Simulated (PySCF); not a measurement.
Tellurium hexafluoride, F₆Te, SMILES F[Te](F)(F)(F)(F)F, B3LYP/def2-SVP optimised geometry. Atoms within 1.6 Å of the plane z = 0.0 Å (x, y, z in Å): F1 (0.00, 1.66, 0.90), Te2 (0.00, 0.00, 0.00), F3 (1.89, 0.00, 0.00), F4 (-1.89, 0.00, 0.00), F7 (0.00, -1.66, -0.90).

Computed with B3LYP/def2-TZVP, def2 effective core potentials past Kr (PySCF 2.14.0). The core electrons that the potentials of Te replace are not part of the density. Cells within 0.4 Å of a nucleus heavier than hydrogen are left out (blank, or x).

Map of the electrostatic potential (hartree/e), clipped to [-0.08, 0.12] on the plane z = 0.0 Å:

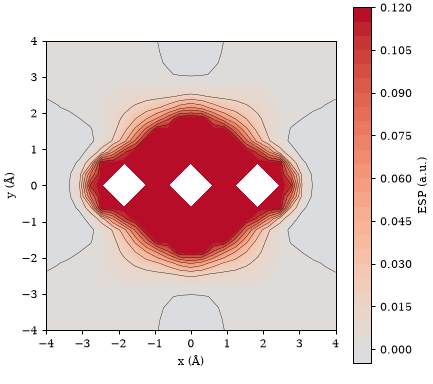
Electrostatic potential (hartree/e), clipped to [-0.08, 0.12] on the plane z = 0.0 Å.
